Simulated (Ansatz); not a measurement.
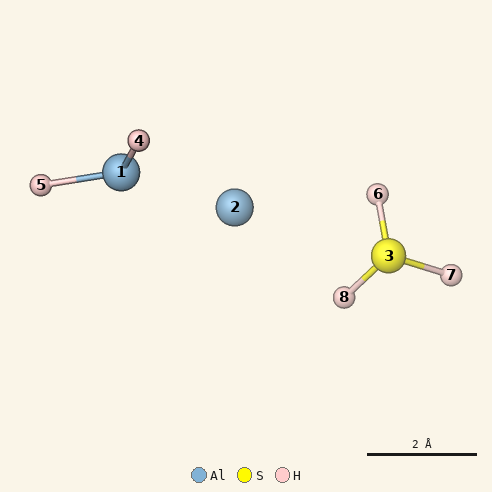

Orthographic view. Depth is shown by fading: the farther an atom, the more it takes the colour of the background. Charge +1, singlet. Computed geometry: PBE-D4/def2-SVP optimisation. No frequency run is at hand to confirm it as a minimum.

Write the connection table.

Al1: H4, H5
Al2: none
S3: H6, H7, H8
H4: Al1
H5: Al1
H6: S3
H7: S3
H8: S3
